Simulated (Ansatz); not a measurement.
# C2H4FNOSi: single-point calculation

- system: C2H4FNOSi, SMILES CO[SiH](F)C#N
- method: RKS PBE0-D4/def2-TZVPP (Ansatz 0.2.0)

The geometry comes from this level: PBE0-D4/def2-TZVP.

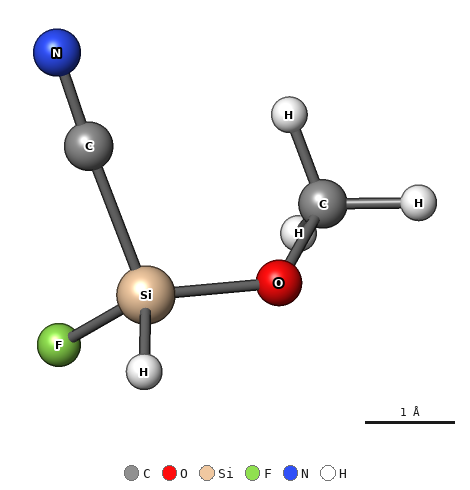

Figure 1. The input geometry (ball-and-stick view, seen at a tilt). Bond lengths as drawn: C–H 1.09 Å, C–N 1.15 Å, C–O 1.42 Å, C–Si 1.85 Å, F–Si 1.59 Å, H–Si 1.47 Å and O–Si 1.61 Å.

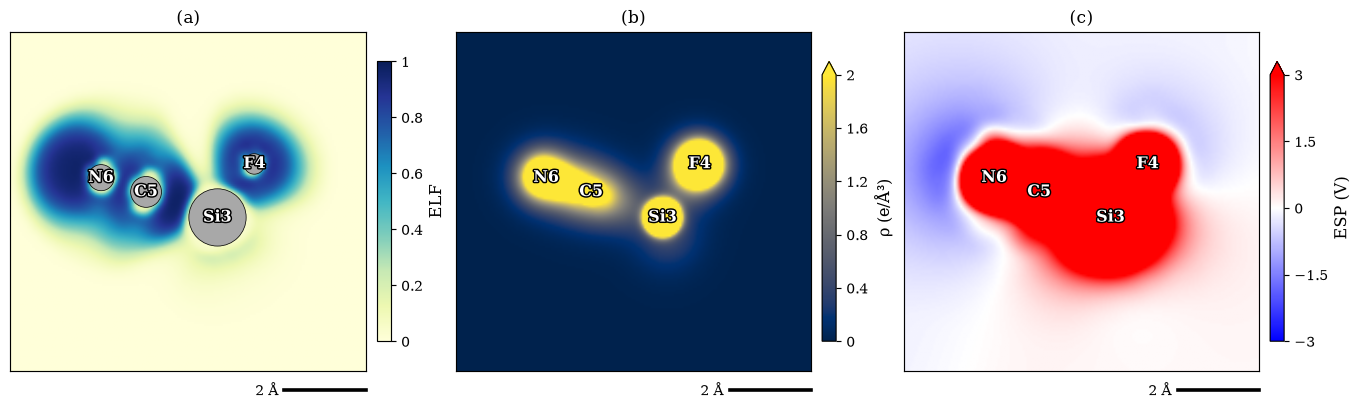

Figure 2. (a) ELF; (b) electron density; (c) electrostatic potential on the plane of atoms F4, Si3 and C5. Grey discs, where drawn, cover atomic cores. The section cuts through Si, F, C and N sites. C–N (1.15 Å): ρ at the midpoint is about 3.8 e/Å³; the ELF peaks at about 0.85 between the atoms (a double or triple bond).

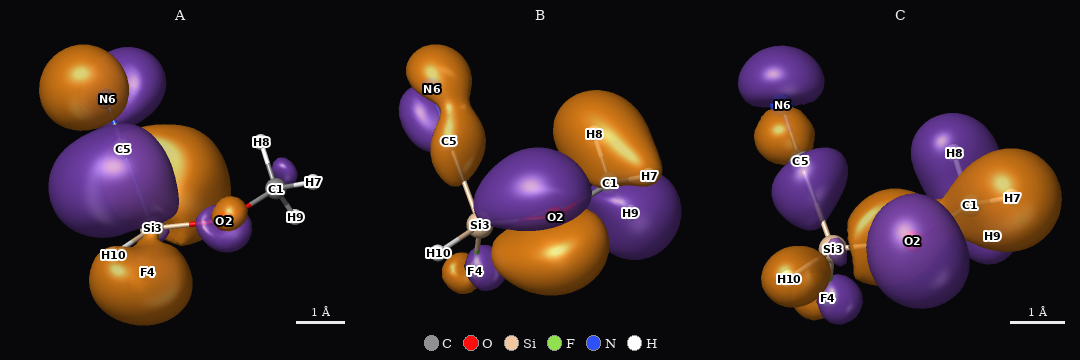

Figure 3. Three frontier orbitals at ±0.08 Å⁻³ᐟ² (orange and purple are the two phases). C is the HOMO−1 (−9.88 eV). By Hirshfeld shares it lies mainly on O2 (45 %), C1 (15 %) and H7 (10 %). B is the HOMO (−9.48 eV). Its weight (Hirshfeld) is mainly on O2 (50 %), C1 (15 %) and H9 (10 %). A is the LUMO (−0.90 eV). Its weight (Hirshfeld) is mainly on Si3 (30 %), N6 (30 %) and C5 (25 %). The HOMO–LUMO gap is 8.58 eV between the orbital energies.

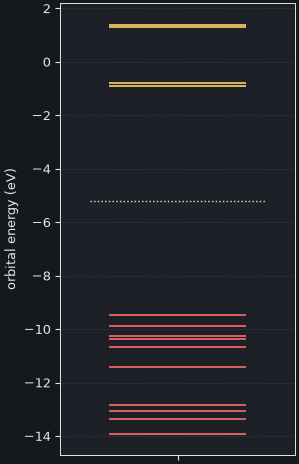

Figure 4. Orbital energies near the frontier; the dotted line parts filled from empty levels, and levels within 0.02 eV of each other stand side by side. Highest filled −9.48 eV, lowest empty −0.90 eV, 8.58 eV apart.

The input and output of the run follow.

**Input**
```yaml
crystal:
  periodic: [false, false, false]
  atoms:
    - {symbol: C, position_ang: [0.084232, -1.083189, -1.145845]}
    - {symbol: O, position_ang: [0.586712, -0.835974, 0.157184]}
    - {symbol: Si, position_ang: [0.081582, 0.261355, 1.215369]}
    - {symbol: F, position_ang: [-1.369165, -0.048255, 1.774460]}
    - {symbol: C, position_ang: [-0.080356, 1.892884, 0.352344]}
    - {symbol: N, position_ang: [-0.145765, 2.893706, -0.213161]}
    - {symbol: H, position_ang: [0.818180, -1.689659, -1.675349]}
    - {symbol: H, position_ang: [-0.067762, -0.148956, -1.694039]}
    - {symbol: H, position_ang: [-0.860421, -1.629014, -1.093014]}
    - {symbol: H, position_ang: [1.035861, 0.335804, 2.325052]}
basis:
  gaussian: {orbitals: def2-TZVPP}
hamiltonian: {xc: pbe0, dispersion: d4}
output: {orbitals: {seedname: orbitals}}
```

Launched with:
```bash
ansatz run in.yaml --threads 4 --pin off --events-out ev --progress --plain --max-ram 10444MiB
```

**The program's output**
```
Functional definition: PBE0
  name "PBE0"
  cite "Adamo & Barone, J. Chem. Phys. 110, 6158 (1999) doi:10.1063/1.478522"
  cite "Perdew, Burke & Ernzerhof, Phys. Rev. Lett. 77, 3865 (1996) doi:10.1103/PhysRevLett.77.3865"
  parent pbe
  parameter a = 0.25
  parameter kappa = 0.804
  parameter beta = 0.06672455060314922
  exchange = (1 - a)*pbe_x(kappa = kappa, mu = beta*pi^2/3) + a*exact_x
  correlation = pbe_c(beta = beta)
1349 factors; their error is unknown
mean field evaluation 1: about -16256.4487 eV, gradient 6.7e1 eV
mean field evaluation 2: about -16246.0875 eV, gradient 9.9e1 eV
mean field evaluation 4: about -16264.2870 eV, gradient 7.7e0 eV
mean field evaluation 8: about -16264.3941 eV, gradient 2.1e-1 eV
mean field evaluation 16: about -16264.4298 eV, gradient 9.0e-5 eV
mean field -16264.42981032 eV, -597.7067711027 hartree, gradient 2.4e-5 eV, S^2 0.000000; 0 other end points of the search recorded, 0 dependent functions left out
reference -16264.42984048 eV, -597.7067722111 hartree; 27, 27 occupied and 226, 226 virtual orbitals, 1349 factors
Total energy: -16264.60830628 eV, -597.7133307082 hartree
```

**Results in brief**

```json
{"quantity": "outcome", "value": "converged"}
{"quantity": "total energy", "value": "−16264.6083 eV"}
{"quantity": "mean-field energy", "value": "−16264.4298 eV"}
{"quantity": "dispersion energy", "value": "−0.1785 eV"}
{"quantity": "SCF solution under orbital rotations", "value": "stable"}
{"quantity": "HOMO", "value": "−9.48 eV"}
{"quantity": "LUMO", "value": "−0.90 eV"}
{"quantity": "hardware", "value": "4 threads of Arm Neoverse V2, 23 GiB of memory available, shared host"}
{"quantity": "wall time", "value": "2.5 s (CPU time 9.2 s)"}
{"quantity": "peak memory", "value": "0.61 GiB"}
```
